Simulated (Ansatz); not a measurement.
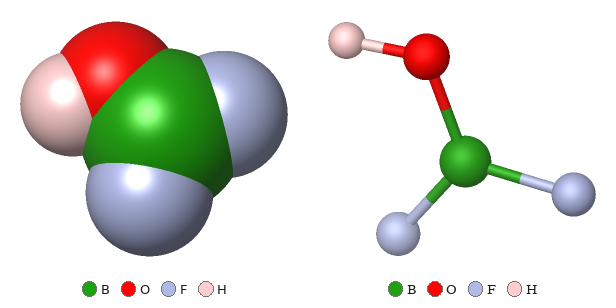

Both panels show the same species.

Which formula does it have?

BF₂HO, 5 atoms: 1 boron, 2 fluorine, 1 hydrogen and 1 oxygen.

Which point group does it belong to?

Cs.

How many bonds of each kind are drawn?

2 B–F, 1 B–O, 1 O–H. Sticks follow a distance rule.

How many atoms are distinct by symmetry?

5: 1 B, 1 O, 1 F, 1 F, 1 H.

The parts below concern this one geometry. Atoms keep their numbers from picture to picture. The geometry was computed by an optimisation with PBE0-D4/def2-TZVP.

### Shape

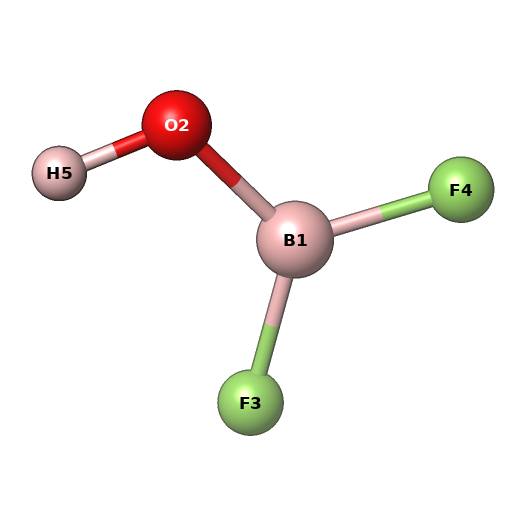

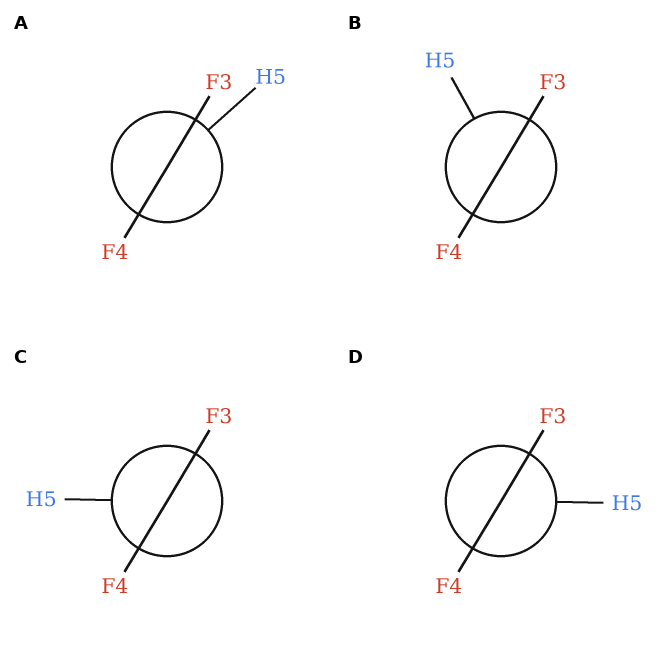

Atoms fade into the background with distance from the viewer. Bonds that would overlap in a projection are set slightly apart.

Which Newman projection shows the view along B1–O2, with B1 in front?

A. The torsion angle F3–B1–O2–H5 is 0°, synperiplanar (eclipsed).

### Charges

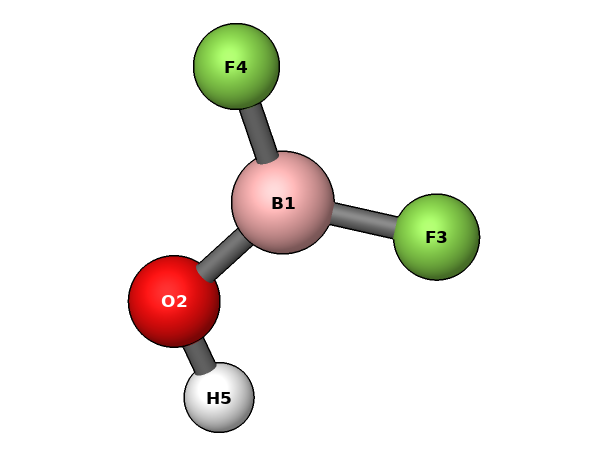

The questions are on Mulliken charges. Level of theory: RKS PBE0-D4/def2-TZVP (Ansatz 0.2.0).

Give the Mulliken charges atom by atom.

```tsv
atom	value (e)
B1	0.54
O2	−0.40
F3	−0.25
F4	−0.24
H5	0.34
```

### Vibrations

Harmonic vibrations computed with RKS PBE0-D4/def2-TZVP (Ansatz 0.2.0) at a stationary point of the same level.

List the wavenumbers.

9 modes: 443, 478, 541, 687, 893, 1005, 1451, 1509, 3903 cm⁻¹.

### Thermal motion

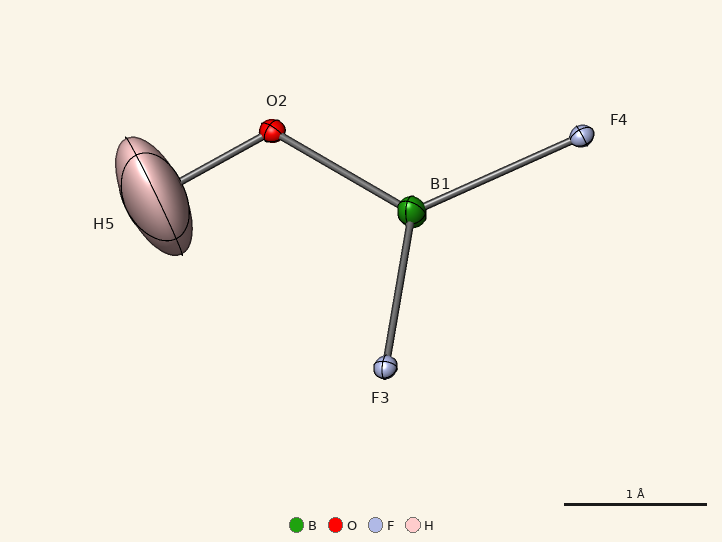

Displacement ellipsoids at the 50 % level, enlarged 2 times, from the internal vibrations of the free molecule (harmonic, no overall translation or rotation; no half-axis is drawn under 0.075 Å). Vibrations computed with RKS PBE0-D4/def2-TZVP (Ansatz 0.2.0). Temperature: 100 K.

Which atom moves most?

H5, with U_eq = 0.0172 Å².

Does H5 move more along its bond or across it?

Across it: the root-mean-square amplitude is 0.070 Å along the bond and up to 0.167 Å across, since bending and torsion are softer than stretching.

Give the displacement parameters, one line for each set of equivalent atoms.

| atom | U_eq (Å²) | rms amplitudes (Å) |
| --- | --- | --- |
| B1 | 0.0014 | 0.033, 0.033, 0.044 |
| O2 | 0.00068 | 0.015, 0.029, 0.031 |
| F3 | 0.00056 | 0.009, 0.027, 0.029 |
| F4 | 0.00055 | 0.010, 0.027, 0.029 |
| H5 | 0.0172 | 0.069, 0.137, 0.167 |

Mulliken values depend strongly on the basis set and can even reverse the polarity of a bond.
